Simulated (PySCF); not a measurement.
Consider BeGa (doublet).

| atom | x (Å) | y (Å) | z (Å) |
| --- | --- | --- | --- |
| Be | 0.0000 | 0.0000 | -2.1322 |
| Ga | 0.0000 | 0.0000 | 0.2788 |

All numbers below come from PySCF 2.14.0, PBE0/def2-SVPD, non-relativistic Hamiltonian with scalar-relativistic core potentials where named, at a bond length of 2.411 Å.

### Predict the electron density, electron localisation function and spin density between the atoms.

Be–Ga (2.41 Å): ρ at the midpoint is about 0.29 e/Å³, with its minimum of 0.25 e/Å³ about 0.8 Å from Be; the ELF peaks at about 0.80 between the atoms.
The unpaired spin (1 electron) lies mostly on Ga2 (about 0.6) and Be1 (about 0.4), in electrons by Hirshfeld's partition.

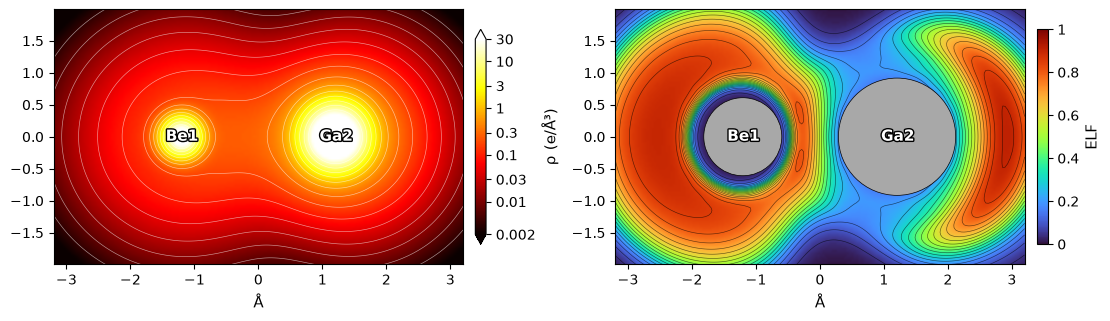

Computed electron density and electron localisation function on a plane that holds the molecular axis, in this order. Grey discs cover the atomic cores in the ELF map. 
